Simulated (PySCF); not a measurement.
# BH3Cl− (SMILES [BH3-]Cl) at QCISD(T)/STO-6G

What is the energy change on altering one bond length of BH3Cl− at QCISD(T)/STO-6G? Input form: a Python script.

The calculation is run with PySCF 2.14.0.

16 further runs of the same task are left out: 1 that didn't finish, 15 set aside as unsound or not needed.

## Step 1: The structure to begin with

BH3Cl−: 5 atoms, total charge -1, spin state singlet. As SMILES, `[BH3-]Cl`. Geometry: relaxed at GFN2-xTB.

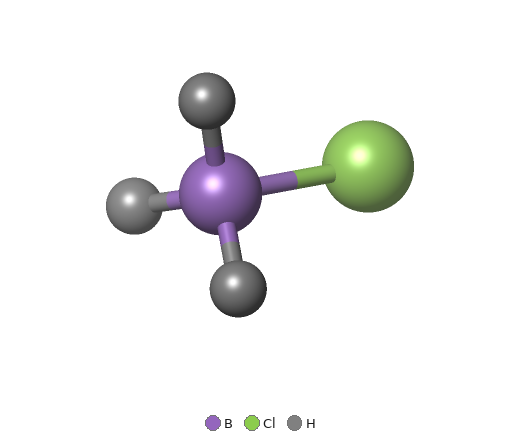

Viewed from a chosen angle; boron purple, chlorine green, hydrogen grey.

## Step 2: A single-point energy at QCISD(T)/STO-6G

File input.py:

```python
# [BH3-]Cl
from pyscf import gto, scf, cc

mol = gto.Mole()
mol.atom = '''
B      0.155695    -0.090461     0.256870
Cl    -1.598444     0.938155    -2.639891
H      2.311286    -0.481162    -0.383747
H     -0.869463    -1.986764     1.006714
H      0.000945     1.620232     1.760072
'''
mol.charge = -1
mol.unit = 'bohr'
mol.max_memory = 1860
mol.basis = 'sto-6g'
mol.verbose = 3
mol.build()

mf = scf.RHF(mol)
mf.conv_tol = 1e-10
mf.kernel()
if not mf.converged:
    mf = mf.newton().run(mf.mo_coeff, mf.mo_occ)

mycc = cc.QCISD(mf, frozen=6)
mycc.kernel()
e_t = mycc.qcisd_t()
etot = mycc.e_tot + e_t
print(f'total energy: {etot:.8f} hartree')
```

Started as:

```bash
$ OMP_NUM_THREADS=1 python input.py
```

The log of the run:

```text
converged SCF energy = -484.32419630278
E(QCISD) = -484.3876632773645  E_corr = -0.06346697458440978
QCISD(T) correction = -0.000300773857520089
total energy: -484.38796405 hartree
```

Wall time 0.74 s (1 thread of Intel Xeon Platinum 8488C (Sapphire Rapids), shared host); peak memory 0.1 GiB.

## Step 3: The distorted shape

File geometry.xyz:

```xyz
5
BClH3
B      0.733377     1.156304    -0.340229
Cl    -0.194873     1.700624    -1.873129
H      1.874067     0.949554    -0.679229
H     -0.460100    -1.051350     0.532730
H      0.651487     2.061564     0.455231
```

File run.py:

```python
from pyscf import gto, cc

molecule = gto.Mole()
molecule.atom = 'geometry.xyz'
molecule.basis = 'sto-6g'
molecule.charge = -1
molecule.verbose = 4
molecule.max_memory = 1860
molecule.build()

mf = molecule.RHF()
mf.conv_tol = 1e-10
mf.kernel()
if not mf.converged:
    mf = mf.newton().run(mf.mo_coeff, mf.mo_occ)

mycc = cc.QCISD(mf, frozen=6)
mycc.kernel()
e_t = mycc.qcisd_t()
e_tot = mycc.e_tot + e_t
print('E = %.10f Eh' % e_tot)
```

Started as:

```bash
$ OMP_NUM_THREADS=1 python run.py
```

The log of the run:

```text
PySCF version 2.14.0

[... 57 lines left out ...]
converged SCF energy = -484.050400422085
[... 11 lines left out ...]
Init t2, MP2 energy = -484.139522006849  E_corr(MP2) -0.0891215847639095
[... 12 lines left out ...]
QCISD converged
[... 2 lines left out ...]
E = -484.1953114656 Eh
```

Wall time 0.89 s (1 thread of Intel Xeon Platinum 8488C (Sapphire Rapids), shared host); peak memory 0.12 GiB.

## Step 4: Results

Level: QCISD(T)/STO-6G, 6 core orbitals frozen.

| quantity | value |
| --- | --- |
| first shape: total energy | -484.38796 Eh |
| first shape: HOMO energy (Hartree–Fock orbitals) | -2.18 eV |
| first shape: LUMO energy (Hartree–Fock orbitals) | 20.90 eV |
| first shape: HOMO–LUMO gap (to an unbound level, set by the basis) | 23.08 eV |
| first shape: correlation energy (6 core orbitals frozen) | -63.8 mEh |
| first shape: (T) correction | -0.30 mEh |
| first shape: T1 diagnostic | 0.005 |
| distorted shape: total energy | -484.19531 Eh |
| distorted shape: HOMO energy (Hartree–Fock orbitals) | 2.21 eV |
| distorted shape: LUMO energy (Hartree–Fock orbitals) | 11.55 eV |
| distorted shape: HOMO–LUMO gap (to an unbound level, set by the basis) | 9.35 eV |
| distorted shape: correlation energy (6 core orbitals frozen) | -144.9 mEh |
| distorted shape: (T) correction | -2.16 mEh |
| distorted shape: T1 diagnostic | 0.071 |
| energy change with the B1–H4 bond stretched from 1.208 to 2.657 Å | 5.242 eV |

**Reading.** With the B1–H4 bond stretched from 1.208 to 2.657 Å the energy rises by 5.24 eV (121 kcal/mol). The first shape isn't relaxed at this level, so the change isn't measured from a minimum. The minimal basis adds a large error of its own. The triples (first shape) make up 0.5 % of the correlation energy. The T1 diagnostic (distorted shape) of 0.071 is above the customary mark for such species, so a single reference may not serve. Mulliken charges (distorted shape) of the mean-field density run from -0.50 on H4 to +0.18 on B1. The triples (distorted shape) make up 1.5 % of the correlation energy. The HOMO (distorted shape) lies at positive energy, 2.21 eV: the electron is unbound at this level or held by a compact basis; values depend on the basis.
